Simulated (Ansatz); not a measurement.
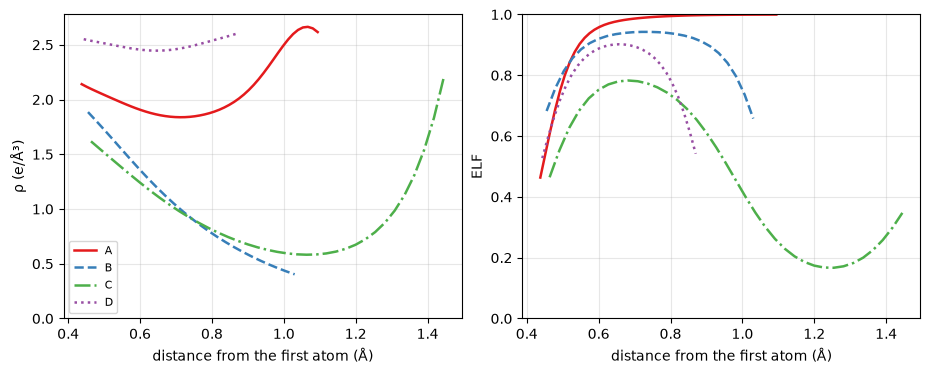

Figure 1: C2HLiSn. Electron density and electron localisation function along straight lines between neighbouring atoms. The curves leave out the atomic cores.

Geometry: r2SCAN-D4/def2-SVP; core potentials replace the inner electrons of Sn.

Computed with isolated molecule in a Gaussian basis; Kohn-Sham density functional theory, functional PBE0 in Ansatz.

```xyz
5

C    -1.3903    1.3536   -0.4234
C    -0.3239    0.7650   -0.9144
Li   -2.2599    2.8778    0.3473
Sn    0.5239    2.7192   -0.4458
H    -0.0209   -0.1982   -1.3362
```

**Which curve belongs to which contact (C–C, C–H, C–Li and C–Sn)? The first atom named is at distance zero.**

Curve A: C–H (1.09 Å): ρ is about 2 e/Å³ halfway; the ELF climbs to about 1 towards the hydrogen, as it does in any bond to H (a covalent bond by its length). Curve B: C–Li (1.92 Å): ρ at the midpoint is about 0.49 e/Å³; the ELF peaks at about 0.95 in the valence shell of C, 0.7 Å from its nucleus, and is about 0.85 at the midpoint. Curve C: C–Sn (2.18 Å): the density is about 0.58 e/Å³ at the midpoint; the ELF peaks at about 0.80 in the valence shell of C, 0.7 Å from its nucleus, and drops to about 0.15 between the two atoms. Curve D: C–C (1.31 Å): ρ at the midpoint is about 2.4 e/Å³; the ELF peaks at about 0.90 between the atoms: a short, multiple covalent bond.
